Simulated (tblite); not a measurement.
# B2SiH2F3: geometry relaxation (part 1 of 3)

The run: geometry relaxation of B2SiH2F3, multiplicity 2, SMILES F[B][SiH2]B(F)F. Method and program: GFN2-xTB geometry optimisation, gas phase (tblite 0.8.0).

It belongs to a series of runs on one base structure; here: H removed from B.

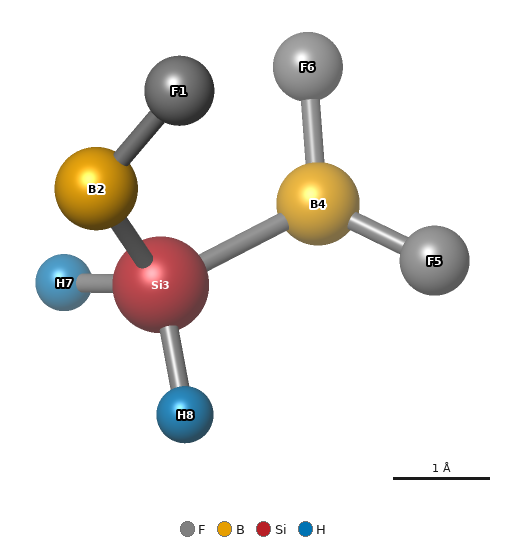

*The structure as given in the input (ball-and-stick view, seen at a tilt; atoms are numbered from 1 in the order of the input).*

Summary:

- outcome: converged
- total energy: −529.0391 eV
- hardware: 1 CPU thread, shared host
- peak memory: 0.18 GiB

Input:
```
{"job": {"kind": "relax", "xc": "GFN2-xTB", "basis": "xTB"}, "charge": 0, "multiplicity": 2}
F      1.030700     2.064200    -0.516700
B      1.687000     0.880600    -0.022300
Si     0.536700    -0.673000     0.243100
B     -1.337800    -0.123600     0.004500
F     -1.899800    -0.393200    -1.296000
F     -1.695200     1.082000     0.731800
H      0.752700    -1.161200     1.595400
H      0.934800    -1.666400    -0.764300
```

The first line tells a small driver script what to run in tblite; the rest is the geometry in Å.

Launch command:
```bash
OMP_NUM_THREADS=1 python <driver script> task.json out
```

Output:
```
step      E/eV     max force
  0    -527.92475    4.265
  1    -528.58784    2.172
  2    -528.73100    3.041
  3    -528.84605    1.185
  4    -528.91386    0.521
  5    -528.94686    0.502
  6    -528.95872    0.397
  7    -528.97062    0.239
  8    -528.97545    0.252
  9    -528.98142    0.288
 10    -528.98541    0.223
 11    -528.99005    0.251
 12    -528.99445    0.244
 13    -528.99843    0.202
 14    -529.00129    0.202
 15    -529.00320    0.143
 16    -529.00472    0.138
 17    -529.00600    0.130
 18    -529.00751    0.171
 19    -529.01038    0.281
 20    -529.01528    0.368
 21    -529.02132    0.340
 22    -529.02616    0.197
 23    -529.02882    0.117
 24    -529.02996    0.114
 25    -529.03118    0.162
 26    -529.03267    0.161
 27    -529.03367    0.089
 28    -529.03410    0.071
 29    -529.03439    0.067
 30    -529.03473    0.086
 31    -529.03531    0.077
 32    -529.03553    0.041
 33    -529.03563    0.038
 34    -529.03572    0.039
 35    -529.03590    0.053
 36    -529.03618    0.067
 37    -529.03651    0.069
 38    -529.03675    0.055
 39    -529.03690    0.033
 40    -529.03702    0.036
 41    -529.03717    0.047
 42    -529.03738    0.059
 43    -529.03761    0.057
 44    -529.03782    0.038
 45    -529.03799    0.033
 46    -529.03810    0.022
 47    -529.03815    0.019
 48    -529.03819    0.018
 49    -529.03827    0.033
 50    -529.03840    0.047
 51    -529.03855    0.043
 52    -529.03865    0.021
 53    -529.03869    0.019
 54    -529.03871    0.017
 55    -529.03876    0.022
 56    -529.03884    0.038
 57    -529.03896    0.036
 58    -529.03906    0.037
 59    -529.03910    0.011
 60    -529.03911    0.002
```

Trajectory as extended XYZ (Å, eV, eV/Å), 61 frames, from step=0 to step=60:
```
8
Properties=species:S:1:pos:R:3:forces:R:3 step=0 energy=-527.92475
F     1.0307    2.0642   -0.5167    2.0540  -2.9430   1.2890
B     1.6870    0.8806   -0.0223   -2.0610   3.4260  -1.4860
Si    0.5367   -0.6730    0.2431   -0.0900  -0.4010   0.0900
B    -1.3378   -0.1236    0.0045   -0.7450   2.0470  -1.3730
F    -1.8998   -0.3932   -1.2960    0.5740   1.0240   3.0100
F    -1.6952    1.0820    0.7318    0.0360  -2.7210  -1.9170
H     0.7527   -1.1612    1.5954    0.2050  -0.2800   0.2890
H     0.9348   -1.6664   -0.7643    0.0280  -0.1530   0.0960
8
Properties=species:S:1:pos:R:3:forces:R:3 step=1 energy=-528.58784
F     1.0601    2.0221   -0.4983    0.8830  -0.8070   0.4060
B     1.6575    0.9295   -0.0436   -1.0010   1.0400  -0.5390
Si    0.5354   -0.6787    0.2444   -0.2260  -0.0810   0.0510
B    -1.3485   -0.0943   -0.0151    0.4950   0.9170  -0.6550
F    -1.8916   -0.3786   -1.2530   -0.0220   0.9210   1.8350
F    -1.6947    1.0432    0.7044   -0.3700  -1.6190  -1.4000
H     0.7557   -1.1652    1.5996    0.1990  -0.2190   0.2120
H     0.9352   -1.6685   -0.7629    0.0420  -0.1520   0.0900
8
Properties=species:S:1:pos:R:3:forces:R:3 step=2 energy=-528.73100
F     1.0867    1.9958   -0.4854   -1.0070   2.6760  -1.0370
B     1.6279    0.9627   -0.0603    0.9310  -2.5510   0.9510
Si    0.5294   -0.6815    0.2458   -0.1550  -0.0350   0.0630
B    -1.3371   -0.0669   -0.0346    1.7070  -0.4350   0.0990
F    -1.8911   -0.3529   -1.2001   -0.8030   0.4930   0.0210
F    -1.7041    0.9963    0.6647   -0.8810   0.0950  -0.2950
H     0.7612   -1.1714    1.6056    0.1690  -0.1330   0.0770
H     0.9363   -1.6727   -0.7604    0.0390  -0.1100   0.1200
8
Properties=species:S:1:pos:R:3:forces:R:3 step=3 energy=-528.84605
F     1.0799    2.0175   -0.4936    0.0790   0.5270  -0.1630
B     1.6339    0.9429   -0.0532   -0.1220  -0.3620   0.0710
Si    0.5277   -0.6825    0.2466    0.0520  -0.1080   0.0960
B    -1.3216   -0.0681   -0.0356    1.1740  -0.1550  -0.0350
F    -1.8980   -0.3467   -1.1955   -0.6330   0.4380   0.1660
F    -1.7126    0.9933    0.6591   -0.7240  -0.0800  -0.3180
H     0.7631   -1.1731    1.6068    0.1440  -0.1400   0.0640
H     0.9367   -1.6740   -0.7591    0.0300  -0.1200   0.1180
8
Properties=species:S:1:pos:R:3:forces:R:3 step=4 energy=-528.91386
F     1.0847    2.0312   -0.4973    0.3210  -0.0640   0.0630
B     1.6274    0.9353   -0.0526   -0.2880   0.2510  -0.1470
Si    0.5271   -0.6861    0.2493    0.3510  -0.1900   0.1180
B    -1.2896   -0.0652   -0.0414    0.4150   0.0460  -0.1370
F    -1.9135   -0.3297   -1.1784   -0.4400   0.2340   0.0490
F    -1.7328    0.9800    0.6417   -0.5110  -0.0260  -0.0980
H     0.7680   -1.1780    1.6099    0.1180  -0.1250   0.0360
H     0.9377   -1.6779   -0.7556    0.0340  -0.1270   0.1150
8
Properties=species:S:1:pos:R:3:forces:R:3 step=5 energy=-528.94686
F     1.0944    2.0420   -0.4996    0.3280  -0.2290   0.1130
B     1.6173    0.9331   -0.0547   -0.2090   0.4200  -0.1790
Si    0.5341   -0.6931    0.2537    0.4540  -0.1530   0.0870
B    -1.2594   -0.0596   -0.0503   -0.2980   0.2350  -0.1760
F    -1.9330   -0.3114   -1.1615   -0.2080   0.0120  -0.0920
F    -1.7580    0.9666    0.6251   -0.2340  -0.0030   0.1130
H     0.7744   -1.1846    1.6133    0.1070  -0.1210   0.0500
H     0.9393   -1.6836   -0.7505    0.0610  -0.1610   0.0850
8
Properties=species:S:1:pos:R:3:forces:R:3 step=6 energy=-528.95872
F     1.1008    2.0452   -0.4999    0.2270  -0.0870   0.0480
B     1.6125    0.9356   -0.0567   -0.0730   0.2620  -0.1020
Si    0.5429   -0.6973    0.2563    0.2630  -0.0320   0.0250
B    -1.2540   -0.0545   -0.0556   -0.3220   0.1910  -0.1320
F    -1.9425   -0.3055   -1.1578   -0.1340  -0.0460  -0.1410
F    -1.7696    0.9624    0.6216   -0.1470   0.0140   0.1700
H     0.7781   -1.1885    1.6152    0.1080  -0.1220   0.0670
H     0.9408   -1.6880   -0.7476    0.0780  -0.1800   0.0650
8
Properties=species:S:1:pos:R:3:forces:R:3 step=7 energy=-528.97062
F     1.1112    2.0496   -0.5004    0.0610   0.1860  -0.0710
B     1.6078    0.9411   -0.0599    0.1300  -0.0450   0.0350
Si    0.5566   -0.7015    0.2592   -0.0800   0.1210  -0.0580
B    -1.2545   -0.0460   -0.0633   -0.2150   0.0880  -0.0580
F    -1.9559   -0.3007   -1.1588   -0.0340  -0.0500  -0.1040
F    -1.7852    0.9596    0.6228   -0.0520  -0.0290   0.1450
H     0.7847   -1.1956    1.6189    0.1010  -0.1010   0.0460
H     0.9444   -1.6970   -0.7431    0.0880  -0.1710   0.0640
8
Properties=species:S:1:pos:R:3:forces:R:3 step=8 energy=-528.97545
F     1.1170    2.0536   -0.5015    0.0300   0.2190  -0.0880
B     1.6077    0.9436   -0.0609    0.1670  -0.0970   0.0600
Si    0.5612   -0.7012    0.2594   -0.2010   0.1340  -0.0730
B    -1.2587   -0.0412   -0.0674   -0.1060   0.0150  -0.0150
F    -1.9620   -0.2998   -1.1614   -0.0100  -0.0250  -0.0700
F    -1.7925    0.9583    0.6262   -0.0380  -0.0490   0.1070
H     0.7890   -1.2002    1.6211    0.0830  -0.0680  -0.0120
H     0.9474   -1.7037   -0.7401    0.0740  -0.1290   0.0900
8
Properties=species:S:1:pos:R:3:forces:R:3 step=9 energy=-528.98142
F     1.1266    2.0618   -0.5040    0.0480   0.1330  -0.0580
B     1.6103    0.9469   -0.0619    0.1400  -0.0490   0.0410
Si    0.5633   -0.6984    0.2584   -0.2660   0.0880  -0.0660
B    -1.2667   -0.0346   -0.0731    0.0140  -0.0680   0.0340
F    -1.9705   -0.2990   -1.1664    0.0140   0.0220  -0.0080
F    -1.8034    0.9555    0.6331   -0.0300  -0.0820   0.0390
H     0.7966   -1.2076    1.6231    0.0420  -0.0030  -0.1220
H     0.9528   -1.7151   -0.7337    0.0380  -0.0400   0.1410
8
Properties=species:S:1:pos:R:3:forces:R:3 step=10 energy=-528.98541
F     1.1348    2.0688   -0.5063    0.0860   0.0210  -0.0160
B     1.6142    0.9495   -0.0622    0.0740   0.0200   0.0060
Si    0.5602   -0.6951    0.2565   -0.2150   0.0350  -0.0470
B    -1.2727   -0.0310   -0.0767    0.0600  -0.1060   0.0570
F    -1.9761   -0.2981   -1.1699    0.0180   0.0500   0.0210
F    -1.8114    0.9518    0.6386   -0.0340  -0.0930   0.0020
H     0.8026   -1.2128    1.6220    0.0060   0.0460  -0.1920
H     0.9574   -1.7238   -0.7265    0.0040   0.0270   0.1690
8
Properties=species:S:1:pos:R:3:forces:R:3 step=11 energy=-528.99005
F     1.1461    2.0769   -0.5093    0.1270  -0.0980   0.0310
B     1.6201    0.9531   -0.0626   -0.0190   0.0750  -0.0310
Si    0.5523   -0.6905    0.2532   -0.0740  -0.0150  -0.0220
B    -1.2789   -0.0288   -0.0796    0.0580  -0.1190   0.0650
F    -1.9817   -0.2960   -1.1733    0.0160   0.0680   0.0360
F    -1.8209    0.9453    0.6449   -0.0410  -0.0930  -0.0210
H     0.8096   -1.2177    1.6167   -0.0340   0.0930  -0.2310
H     0.9626   -1.7330   -0.7146   -0.0330   0.0890   0.1740
8
Properties=species:S:1:pos:R:3:forces:R:3 step=12 energy=-528.99445
F     1.1584    2.0835   -0.5118    0.1430  -0.1530   0.0540
B     1.6258    0.9566   -0.0630   -0.0910   0.0710  -0.0490
Si    0.5428   -0.6860    0.2495    0.0910  -0.0300  -0.0040
B    -1.2838   -0.0293   -0.0808    0.0090  -0.1010   0.0560
F    -1.9860   -0.2928   -1.1755    0.0100   0.0650   0.0270
F    -1.8301    0.9372    0.6502   -0.0450  -0.0810  -0.0160
H     0.8152   -1.2201    1.6072   -0.0620   0.1160  -0.2060
H     0.9667   -1.7396   -0.7003   -0.0550   0.1120   0.1380
8
Properties=species:S:1:pos:R:3:forces:R:3 step=13 energy=-528.99843
F     1.1710    2.0876   -0.5136    0.1250  -0.1280   0.0440
B     1.6300    0.9592   -0.0636   -0.1120   0.0100  -0.0390
Si    0.5352   -0.6820    0.2459    0.2020   0.0050  -0.0040
B    -1.2874   -0.0322   -0.0804   -0.0530  -0.0650   0.0360
F    -1.9891   -0.2888   -1.1767    0.0040   0.0460   0.0010
F    -1.8384    0.9283    0.6544   -0.0450  -0.0630   0.0090
H     0.8187   -1.2197    1.5947   -0.0680   0.1090  -0.1110
H     0.9691   -1.7429   -0.6852   -0.0540   0.0860   0.0630
8
Properties=species:S:1:pos:R:3:forces:R:3 step=14 energy=-529.00129
F     1.1817    2.0893   -0.5145    0.0870  -0.0490   0.0130
B     1.6314    0.9598   -0.0642   -0.0760  -0.0640  -0.0120
Si    0.5331   -0.6788    0.2431    0.1890   0.0680  -0.0230
B    -1.2903   -0.0360   -0.0792   -0.0770  -0.0360   0.0200
F    -1.9911   -0.2849   -1.1775    0.0030   0.0230  -0.0210
F    -1.8452    0.9207    0.6575   -0.0400  -0.0520   0.0360
H     0.8198   -1.2172    1.5836   -0.0540   0.0820   0.0080
H     0.9698   -1.7436   -0.6733   -0.0320   0.0290  -0.0210
8
Properties=species:S:1:pos:R:3:forces:R:3 step=15 energy=-529.00320
F     1.1905    2.0899   -0.5150    0.0530   0.0190  -0.0140
B     1.6311    0.9589   -0.0648   -0.0170  -0.0960   0.0060
Si    0.5353   -0.6753    0.2408    0.0960   0.0990  -0.0370
B    -1.2935   -0.0391   -0.0781   -0.0560  -0.0220   0.0110
F    -1.9929   -0.2819   -1.1787    0.0050   0.0080  -0.0260
F    -1.8510    0.9148    0.6604   -0.0340  -0.0530   0.0480
H     0.8197   -1.2141    1.5767   -0.0380   0.0600   0.0910
H     0.9697   -1.7437   -0.6658   -0.0100  -0.0150  -0.0800
8
Properties=species:S:1:pos:R:3:forces:R:3 step=16 energy=-529.00472
F     1.1991    2.0907   -0.5157    0.0350   0.0520  -0.0280
B     1.6305    0.9568   -0.0654    0.0430  -0.0710   0.0080
Si    0.5390   -0.6707    0.2383   -0.0150   0.0680  -0.0330
B    -1.2971   -0.0419   -0.0772   -0.0150  -0.0160   0.0060
F    -1.9945   -0.2792   -1.1804    0.0090   0.0010  -0.0200
F    -1.8567    0.9091    0.6639   -0.0300  -0.0590   0.0500
H     0.8191   -1.2108    1.5731   -0.0290   0.0540   0.1240
H     0.9697   -1.7445   -0.6613    0.0010  -0.0290  -0.1070
8
Properties=species:S:1:pos:R:3:forces:R:3 step=17 energy=-529.00600
F     1.2076    2.0918   -0.5165    0.0330   0.0480  -0.0260
B     1.6306    0.9545   -0.0660    0.0860  -0.0080  -0.0060
Si    0.5421   -0.6659    0.2356   -0.0930  -0.0090  -0.0100
B    -1.3009   -0.0444   -0.0764    0.0210  -0.0110  -0.0010
F    -1.9958   -0.2770   -1.1823    0.0100  -0.0010  -0.0100
F    -1.8622    0.9030    0.6680   -0.0300  -0.0660   0.0470
H     0.8181   -1.2069    1.5723   -0.0290   0.0620   0.1100
H     0.9697   -1.7458   -0.6593    0.0010  -0.0140  -0.1030
8
Properties=species:S:1:pos:R:3:forces:R:3 step=18 energy=-529.00751
F     1.2178    2.0935   -0.5178    0.0390   0.0230  -0.0160
B     1.6323    0.9523   -0.0670    0.1100   0.0640  -0.0280
Si    0.5437   -0.6610    0.2325   -0.1340  -0.1040   0.0220
B    -1.3048   -0.0474   -0.0755    0.0480  -0.0020  -0.0100
F    -1.9969   -0.2746   -1.1845    0.0090  -0.0020   0.0010
F    -1.8688    0.8948    0.6735   -0.0320  -0.0720   0.0420
H     0.8162   -1.2011    1.5733   -0.0320   0.0760   0.0710
H     0.9696   -1.7471   -0.6591   -0.0080   0.0170  -0.0820
8
Properties=species:S:1:pos:R:3:forces:R:3 step=19 energy=-529.01038
F     1.2378    2.0970   -0.5204    0.0490  -0.0280   0.0050
B     1.6379    0.9493   -0.0695    0.1220   0.1550  -0.0610
Si    0.5440   -0.6540    0.2273   -0.1520  -0.2250   0.0720
B    -1.3114   -0.0532   -0.0740    0.0700   0.0210  -0.0280
F    -1.9984   -0.2701   -1.1884    0.0050  -0.0040   0.0130
F    -1.8817    0.8776    0.6845   -0.0330  -0.0800   0.0350
H     0.8118   -1.1881    1.5763   -0.0380   0.0930   0.0030
H     0.9690   -1.7490   -0.6603   -0.0230   0.0680  -0.0400
8
Properties=species:S:1:pos:R:3:forces:R:3 step=20 energy=-529.01528
F     1.2745    2.1032   -0.5254    0.0570  -0.1020   0.0360
B     1.6503    0.9454   -0.0748    0.1050   0.2310  -0.1000
Si    0.5416   -0.6453    0.2190   -0.1260  -0.3200   0.1300
B    -1.3215   -0.0634   -0.0717    0.0730   0.0660  -0.0510
F    -2.0006   -0.2617   -1.1948    0.0000  -0.0080   0.0270
F    -1.9053    0.8444    0.7048   -0.0260  -0.0950   0.0220
H     0.8027   -1.1626    1.5820   -0.0400   0.0990  -0.0860
H     0.9673   -1.7505   -0.6637   -0.0420   0.1310   0.0210
8
Properties=species:S:1:pos:R:3:forces:R:3 step=21 energy=-529.02132
F     1.3241    2.1108   -0.5319    0.0470  -0.1660   0.0620
B     1.6690    0.9418   -0.0832    0.0530   0.2210  -0.1210
Si    0.5360   -0.6380    0.2099   -0.0490  -0.2930   0.1660
B    -1.3329   -0.0762   -0.0694    0.0470   0.1190  -0.0670
F    -2.0031   -0.2502   -1.2020   -0.0070  -0.0140   0.0310
F    -1.9373    0.7971    0.7318   -0.0060  -0.1120   0.0030
H     0.7892   -1.1259    1.5890   -0.0320   0.0770  -0.1480
H     0.9640   -1.7500   -0.6688   -0.0530   0.1670   0.0750
8
Properties=species:S:1:pos:R:3:forces:R:3 step=22 energy=-529.02616
F     1.3632    2.1152   -0.5366    0.0150  -0.1450   0.0540
B     1.6850    0.9399   -0.0912    0.0050   0.0990  -0.0980
Si    0.5303   -0.6359    0.2052    0.0250  -0.1380   0.1390
B    -1.3397   -0.0846   -0.0683    0.0260   0.1280  -0.0690
F    -2.0047   -0.2408   -1.2061   -0.0170  -0.0220   0.0000
F    -1.9625    0.7566    0.7522    0.0020  -0.0930   0.0160
H     0.7775   -1.0949    1.5927   -0.0120   0.0290  -0.1260
H     0.9602   -1.7461   -0.6726   -0.0440   0.1430   0.0860
8
Properties=species:S:1:pos:R:3:forces:R:3 step=23 energy=-529.02882
F     1.3846    2.1167   -0.5387   -0.0220  -0.0710   0.0240
B     1.6937    0.9392   -0.0968   -0.0050  -0.0400  -0.0550
Si    0.5272   -0.6362    0.2050    0.0410   0.0300   0.0640
B    -1.3419   -0.0867   -0.0693    0.0130   0.0990  -0.0610
F    -2.0068   -0.2352   -1.2076   -0.0140  -0.0270  -0.0340
F    -1.9771    0.7323    0.7628    0.0030  -0.0610   0.0410
H     0.7718   -1.0786    1.5915    0.0090  -0.0180  -0.0350
H     0.9576   -1.7420   -0.6715   -0.0240   0.0870   0.0570
8
Properties=species:S:1:pos:R:3:forces:R:3 step=24 energy=-529.02996
F     1.3962    2.1172   -0.5397   -0.0410  -0.0300   0.0080
B     1.6980    0.9382   -0.1005    0.0050  -0.0960  -0.0330
Si    0.5263   -0.6350    0.2054    0.0190   0.1120   0.0110
B    -1.3431   -0.0859   -0.0711    0.0050   0.0750  -0.0470
F    -2.0091   -0.2323   -1.2092   -0.0030  -0.0210  -0.0360
F    -1.9858    0.7186    0.7692    0.0080  -0.0500   0.0380
H     0.7701   -1.0717    1.5894    0.0180  -0.0400   0.0310
H     0.9566   -1.7397   -0.6680   -0.0110   0.0500   0.0300
8
Properties=species:S:1:pos:R:3:forces:R:3 step=25 energy=-529.03118
F     1.4071    2.1168   -0.5404   -0.0550   0.0080  -0.0070
B     1.7024    0.9355   -0.1051    0.0250  -0.1230  -0.0160
Si    0.5258   -0.6317    0.2061   -0.0130   0.1590  -0.0280
B    -1.3444   -0.0836   -0.0740    0.0160   0.0300  -0.0280
F    -2.0113   -0.2299   -1.2116    0.0040  -0.0070  -0.0330
F    -1.9943    0.7037    0.7764    0.0010  -0.0290   0.0310
H     0.7686   -1.0653    1.5881    0.0220  -0.0530   0.0780
H     0.9552   -1.7361   -0.6642    0.0000   0.0150   0.0040
8
Properties=species:S:1:pos:R:3:forces:R:3 step=26 energy=-529.03267
F     1.4218    2.1156   -0.5412   -0.0600   0.0240  -0.0130
B     1.7093    0.9303   -0.1121    0.0520  -0.0980  -0.0100
Si    0.5250   -0.6246    0.2065   -0.0380   0.1510  -0.0400
B    -1.3463   -0.0802   -0.0783    0.0050  -0.0100   0.0090
F    -2.0139   -0.2267   -1.2156    0.0150   0.0180  -0.0130
F    -2.0061    0.6822    0.7874    0.0000  -0.0200  -0.0060
H     0.7663   -1.0566    1.5885    0.0180  -0.0520   0.0900
H     0.9530   -1.7306   -0.6598    0.0070  -0.0130  -0.0160
8
Properties=species:S:1:pos:R:3:forces:R:3 step=27 energy=-529.03367
F     1.4267    2.1127   -0.5411   -0.0520   0.0340  -0.0160
B     1.7141    0.9252   -0.1173    0.0730  -0.0500  -0.0120
Si    0.5240   -0.6179    0.2074   -0.0310   0.0790  -0.0170
B    -1.3467   -0.0769   -0.0811    0.0210  -0.0560   0.0150
F    -2.0139   -0.2255   -1.2181    0.0100   0.0360  -0.0080
F    -2.0107    0.6696    0.7933   -0.0350   0.0140  -0.0040
H     0.7646   -1.0525    1.5909    0.0070  -0.0370   0.0550
H     0.9510   -1.7251   -0.6586    0.0060  -0.0200  -0.0140
8
Properties=species:S:1:pos:R:3:forces:R:3 step=28 energy=-529.03410
F     1.4328    2.1122   -0.5416   -0.0370  -0.0040  -0.0020
B     1.7190    0.9223   -0.1210    0.0650   0.0120  -0.0270
Si    0.5228   -0.6128    0.2069    0.0020   0.0110   0.0130
B    -1.3478   -0.0772   -0.0822   -0.0270  -0.0290   0.0380
F    -2.0143   -0.2233   -1.2202    0.0180   0.0430   0.0110
F    -2.0166    0.6598    0.7985   -0.0160  -0.0090  -0.0440
H     0.7632   -1.0485    1.5929   -0.0010  -0.0210   0.0120
H     0.9500   -1.7231   -0.6579   -0.0030  -0.0030   0.0000
8
Properties=species:S:1:pos:R:3:forces:R:3 step=29 energy=-529.03439
F     1.4272    2.1103   -0.5410   -0.0260  -0.0020  -0.0020
B     1.7204    0.9213   -0.1220    0.0540   0.0270  -0.0280
Si    0.5225   -0.6113    0.2080    0.0310  -0.0410   0.0320
B    -1.3470   -0.0771   -0.0816   -0.0050  -0.0400   0.0130
F    -2.0124   -0.2235   -1.2198    0.0090   0.0370  -0.0030
F    -2.0140    0.6619    0.7964   -0.0490   0.0190  -0.0050
H     0.7631   -1.0508    1.5947   -0.0060  -0.0080  -0.0190
H     0.9493   -1.7214   -0.6592   -0.0080   0.0080   0.0120
```
